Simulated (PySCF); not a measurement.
C5H10 (SMILES C=CCCC)

The calculation's input:

```
{"job": {"xc": "PBE0", "basis": "pcSseg-1", "solvent": "chloroform", "kind": "nmr", "pop": true}, "charge": 0, "multiplicity": 1}
C      2.139264    -0.794289    -0.026588
C      1.349379     0.259030    -0.239897
C      0.250297     0.723860     0.662352
C     -1.124592     0.732257    -0.012150
C     -1.613071    -0.649891    -0.413779
H      2.032592    -1.412766     0.870399
H      2.923801    -1.075685    -0.734017
H      1.491294     0.846639    -1.157024
H      0.219400     0.090186     1.565770
H      0.480716     1.748499     1.005525
H     -1.084424     1.386119    -0.902065
H     -1.851498     1.201233     0.671798
H     -2.599141    -0.603605    -0.900946
H     -1.705345    -1.308483     0.465609
H     -0.913086    -1.135112    -1.111367
```

Launched as:

```sh
OMP_NUM_THREADS=1 python ens_run.py task.json out
```

Geometry: PBE0-D3(BJ)/def2-SVP.

These are results of PBE0/pcSseg-1, SCF density, in a chloroform solvent model, non-relativistic in PySCF 2.14.0, not measurements.

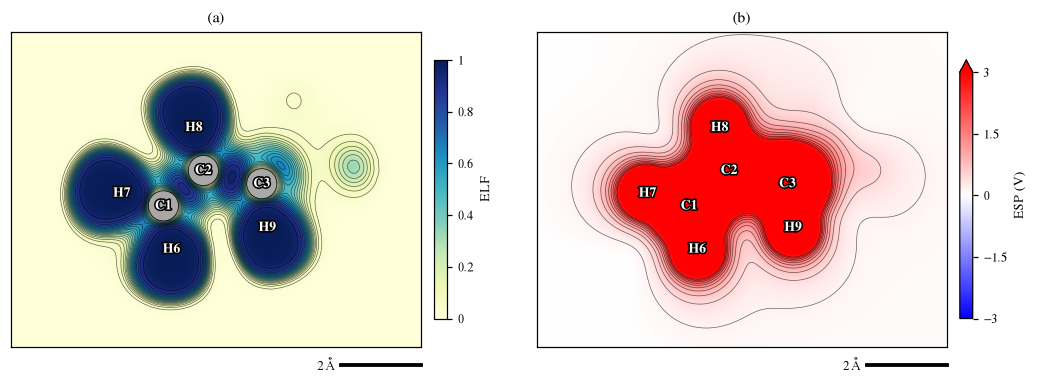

Figure 1. (a) electron localisation function; (b) electrostatic potential on the plane of atoms C1, C2 and C3. Grey discs cover the atomic cores in the ELF map.

Q: What do the fields say about this system?

A:
- The section cuts through C and H sites.
- C–C (1.33 Å): the ELF peaks at about 0.90 between the atoms; a multiple bond.
- C–H (1.09 Å): the ELF climbs to about 1 towards the hydrogen, as it does in any bond to H (an ordinary covalent bond to hydrogen).
- C–C (1.50 Å): the ELF peaks at about 0.95 between the atoms, as expected for a covalent bond.
- The potential has no marked negative region in this plane.

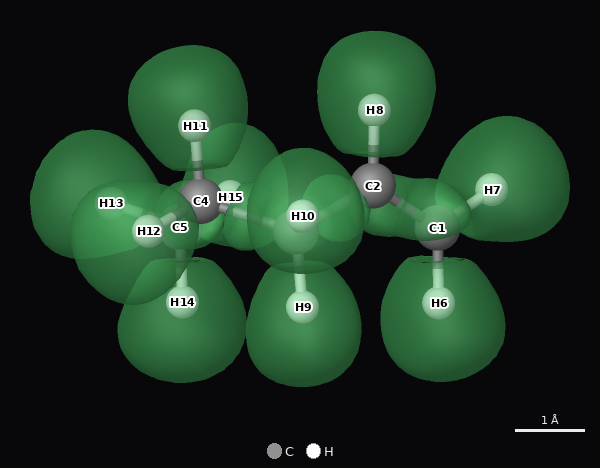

Figure 2. Isosurface of the electron localisation function at 0.75 (green), seen from one side. Only the valence region is drawn (cores and ρ < 0.01 e/Å³ removed).

Q: Describe the localisation domains.

A: The surface consists of four regions between bonded C–C atoms (shared pairs) and ten regions around hydrogen nuclei.

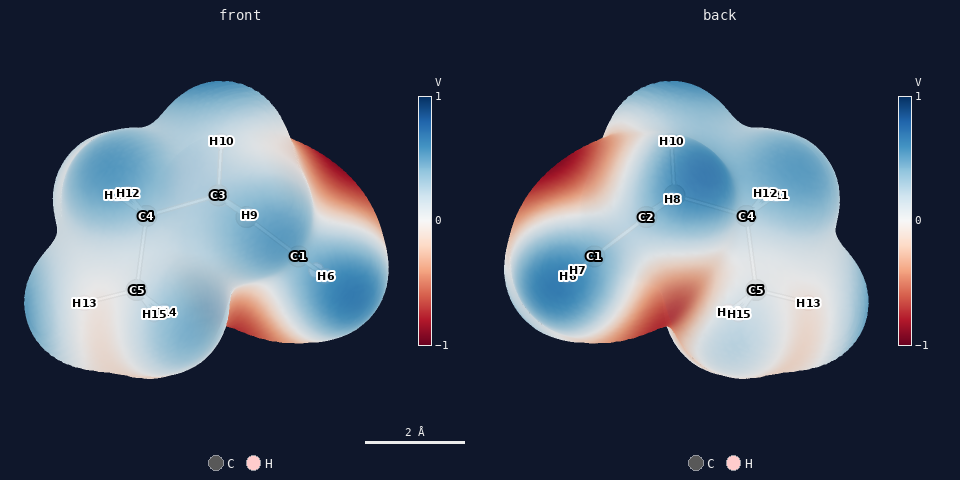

Figure 3. The molecular electrostatic potential painted on the density surface at 0.002 e/bohr³, seen from the front and from behind; the colour scale runs from red (negative) to blue (positive).

Q: Which sites attract a positive test charge, and which a negative one?

A: A positive charge is drawn to the negative regions and a negative charge to the positive ones. The most negative region (about −0.9 V, or −21 kcal/mol for a unit charge) lies over the π face of C1 and C2, the most positive (about +0.7 V, or +16 kcal/mol for a unit charge) over H6, H7 and H8.

Q: What dipole moment does the calculation give?

A: Its dipole moment is 0.51 D.
